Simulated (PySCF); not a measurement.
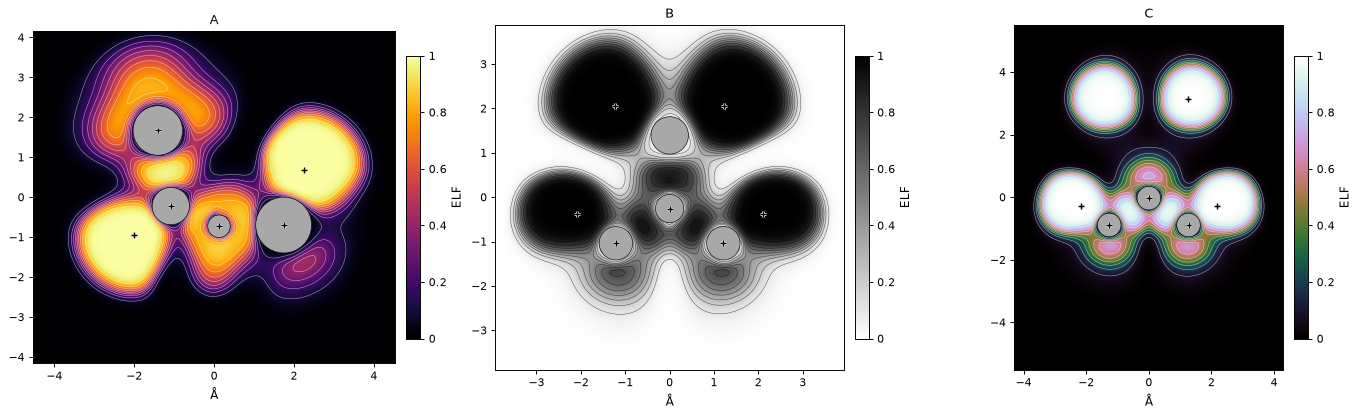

The electron localisation function of 3 systems, each on a plane through atoms (crosses mark nuclei in the plane; grey discs cover the cores).

The calculation used PySCF 2.14.0, PBE0/pcSseg-1, SCF density, gas phase, non-relativistic.

System 1: C5H12Si (SMILES CC(C)[SiH]1CC1), the plane of atoms C1, C2 and C3. Geometry: PBE0-D3(BJ)/def2-SVP.

```yaml
atoms:
  - { symbol: C, position_ang: [-1.6062, -0.4328, -1.2847] }
  - { symbol: C, position_ang: [-0.8948, 0.2156, -0.0976] }
  - { symbol: C, position_ang: [-1.7544, 0.1843, 1.1662] }
  - { symbol: Si, position_ang: [0.8064, -0.5430, 0.2018] }
  - { symbol: C, position_ang: [2.2984, 0.1232, -0.6846] }
  - { symbol: C, position_ang: [2.2095, 0.5173, 0.8058] }
  - { symbol: H, position_ang: [-1.0136, -0.3638, -2.2098] }
  - { symbol: H, position_ang: [-2.5802, 0.0502, -1.4725] }
  - { symbol: H, position_ang: [-1.8062, -1.5014, -1.0978] }
  - { symbol: H, position_ang: [-0.6786, 1.2705, -0.3501] }
  - { symbol: H, position_ang: [-1.9531, -0.8510, 1.4905] }
  - { symbol: H, position_ang: [-1.2728, 0.7078, 2.0063] }
  - { symbol: H, position_ang: [-2.7334, 0.6615, 0.9898] }
  - { symbol: H, position_ang: [0.7989, -1.9815, 0.5885] }
  - { symbol: H, position_ang: [3.1142, -0.5529, -0.9640] }
  - { symbol: H, position_ang: [2.1676, 0.9329, -1.4123] }
  - { symbol: H, position_ang: [2.0245, 1.5766, 1.0198] }
  - { symbol: H, position_ang: [2.9693, 0.0898, 1.4696] }
```

System 2: BH6OPSi (SMILES [SiH3]OBP), the plane of atoms O2, B3 and P4. Geometry: GFN2-xTB.

```tsv
atom	x (Å)	y (Å)	z (Å)
Si	-1.5563	0.8494	-0.4123
O	-0.5903	-0.0226	0.5520
B	0.5364	-0.5503	0.9557
P	2.1924	-0.2883	0.0200
H	-0.8250	1.4097	-1.5531
H	-2.5545	-0.1253	-0.8458
H	-2.0649	1.8956	0.4695
H	0.5550	-1.1522	1.9703
H	1.6982	-0.4110	-1.2647
H	2.6178	-1.6005	0.0858
```

System 3: C2H9NSi (Si(NMe2)H3), the plane of atoms C3, N2 and C4. Geometry: PBE0-D3(BJ)/def2-SVP.

```xyz
13

Si   -0.0282   -0.0529   -1.6416
N     0.0941    0.1574    0.0768
C     1.0818   -0.5560    0.8456
C    -1.0286    0.6280    0.8472
H     1.4411    0.0632    1.6885
H     1.9558   -0.8022    0.2231
H     0.6998   -1.5045    1.2772
H    -1.7004    1.2376    0.2236
H    -1.6327   -0.1926    1.2871
H    -0.6877    1.2654    1.6844
H     1.3575   -0.1080   -2.1983
H    -0.7820    1.1119   -2.1971
H    -0.7400   -1.2993   -2.0946
```

Q: Match each panel to its system.

A: Panel A is system 2, BH6OPSi: the plane holds Si, O, B, P and H. B–O (1.31 Å): the ELF peaks at about 0.90 between the atoms (a polar covalent bond). Panel B is system 3, C2H9NSi: the plane holds N, C and H. C–N (1.44 Å): the ELF peaks at about 0.90 between the atoms, as expected for localised, covalent bonding. Panel C is system 1, C5H12Si: the plane holds C and H. C–C (1.53 Å): the ELF peaks at about 0.95 between the atoms; localised, covalent bonding.
